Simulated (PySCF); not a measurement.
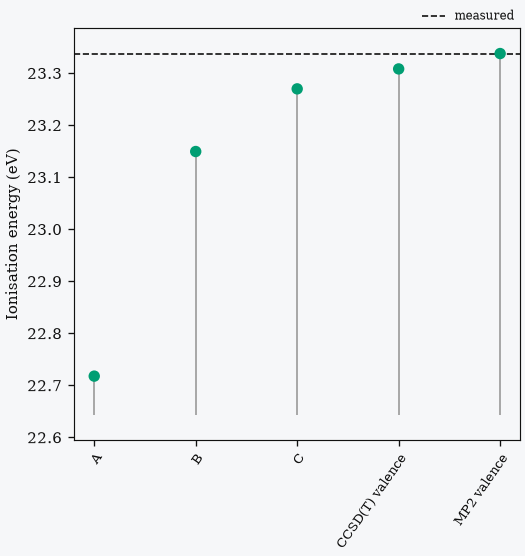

The ionisation energy of S⁺ ([Ne] 3s² 3p³ → [Ne] 3s² 3p²) by several methods, in rising order. PySCF, dyall-av3z, spin-free X2C-1e, unrestricted single determinants, no spin-orbit coupling. Methods marked “valence” freeze 10 core electrons. The lettered entries are CCSD valence, HF and SCS-MP2 valence in some order.

**Match the letters to the methods.**

A is HF (22.718 eV); B is SCS-MP2 valence (23.150 eV); C is CCSD valence (23.270 eV). The values run from 22.718 eV (HF) to 23.338 eV (MP2 valence). The measured value is 23.338 eV; nearest to it come MP2 valence (−0.000) and CCSD(T) valence (−0.030), furthest HF (−0.620 eV). These values lack spin-orbit coupling; with the first-order correction of −0.062 eV added, MP2 valence comes nearest (−0.062).
